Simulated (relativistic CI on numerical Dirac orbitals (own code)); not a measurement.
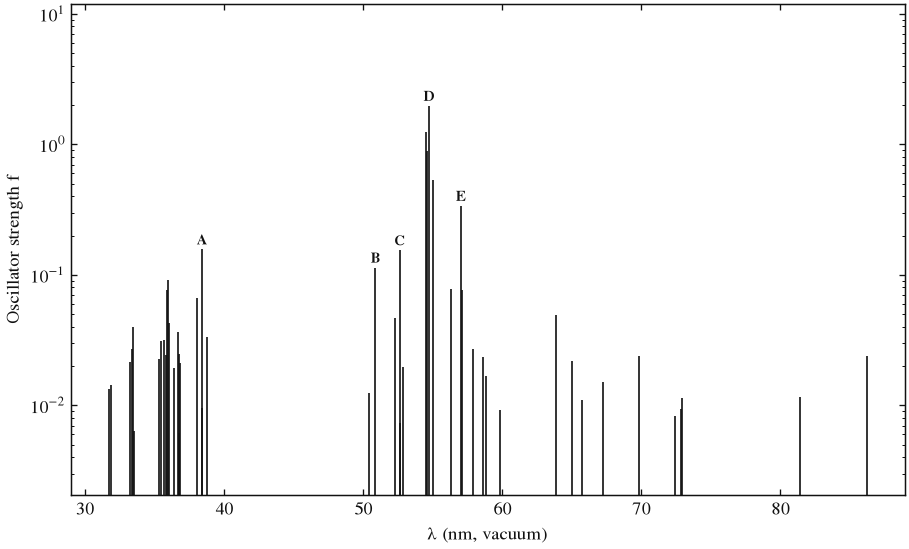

The plot shows absorption lines from the lowest level (oscillator strengths f) for Cs³⁺. Level of the calculation: relativistic CI on Dirac orbitals, KLI exchange-only orbitals, Breit term, model QED, valence Slater integrals scaled by 0.85, a P86 correlation estimate for each configuration (radial Dirac CI code).

Question: Give upper and lower level, position and strength of each lettered line.

Answer: A: 5s² 5p³ 6d ³D°₃ ← 5s² 5p⁴ ³P₂, 38.44 nm, f = 0.16; B: 5s² 5p³ 6s ³D°₃ ← 5s² 5p⁴ ³P₂, 50.88 nm, f = 0.11; C: 5s² 5p³ 5d J = 1 (odd, mixed, level 49) ← 5s² 5p⁴ ³P₂, 52.62 nm, f = 0.15; D: 5s² 5p³ 5d ³D°₃ ← 5s² 5p⁴ ³P₂, 54.77 nm, f = 2.0; E: 5s² 5p³ 5d J = 3 (odd, mixed, level 33) ← 5s² 5p⁴ ³P₂, 57.03 nm, f = 0.34. The strongest, D, lies in the extreme ultraviolet region.

Known limits: near-neutral ion: configurations can be misplaced by up to about 10000 cm⁻¹, over 20000 where the f count changes; rates and lifetimes follow the computed energies and can be off by orders of magnitude; the fine structure of a weakly bound d or f electron outside closed shells is too small or inverted; only a limited list of configurations is included, so lower levels can be missing; only lines among the lowest 400 of 9092 levels are drawn, so those from 5s 5p⁴ 6s, 5s² 5p³ 8p, 5s 5p⁴ 4f and 5s² 5p³ 7d are incomplete.
